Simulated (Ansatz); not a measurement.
Si (diamond): scan of one atom of the cell

Relaxed Si (diamond):

```xyz
2
Lattice="0.0000 2.7168 2.7168 2.7168 0.0000 2.7168 2.7168 2.7168 0.0000" Properties=species:S:1:pos:R:3 pbc="T T T"
Si     2.7168     2.7168     2.7168
Si     4.0752     4.0752     4.0752
```

In each cell atom 1 (Si, nearest neighbour Si at 2.353 Å; its periodic images, 3.8 Å or more away, move with it) moves by s·(0.707, 0.707, 0.000) (along Cartesian [110]), the rest being held.

Calculation: PBEsol (plane waves to 420 eV, PAW, scalar-relativistic; Ansatz, a quantum-chemistry and plane-wave program). k mesh 9×9×9 (Γ-centred), Fermi-Dirac smearing 0.05 eV. E stands for the smeared free energy. As the smearing reaches across the gap at some points, energies and forces of such displacements shift with the k mesh and the smearing. F⊥ is the part of the force across the line. Si was relaxed with its symmetry unable to fall. The PAW data are Ansatz's earlier set. ΔE is measured from the undisplaced structure.

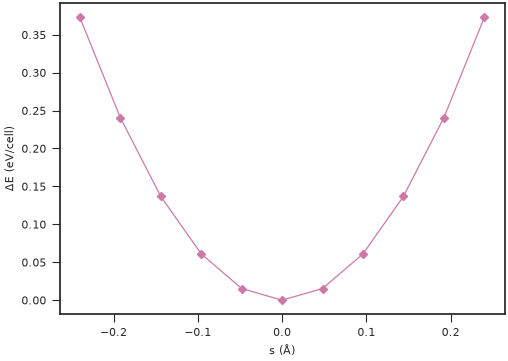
Figure: ΔE (eV/cell) against s (Å); markers are the computed points, lines only join them.

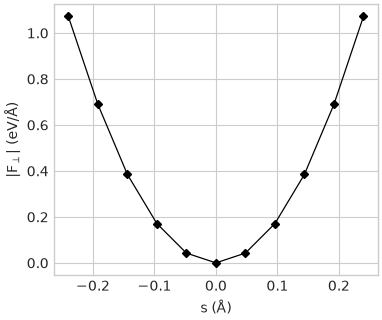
Figure. |F⊥| (eV/Å) against s (Å); markers are the computed points, lines only join them.

The force constant k = d²E/ds² at s = 0 (finite differences) is 13.3 eV/Å² and the force along the line at s = -0.240 Å is 3.07 eV/Å. The energy at s = 0.240 Å is 373 meV/cell. Symmetry of the curve: even: the same for both signs. Shape of the curve: a single well with its minimum at or next to zero displacement.

With its periodic images moving along, the atom's site symmetry in this cell is -43m.

(For displaced atoms, the force is minus the slope of the energy, and its curvature is a force constant, which sets phonon frequencies.)
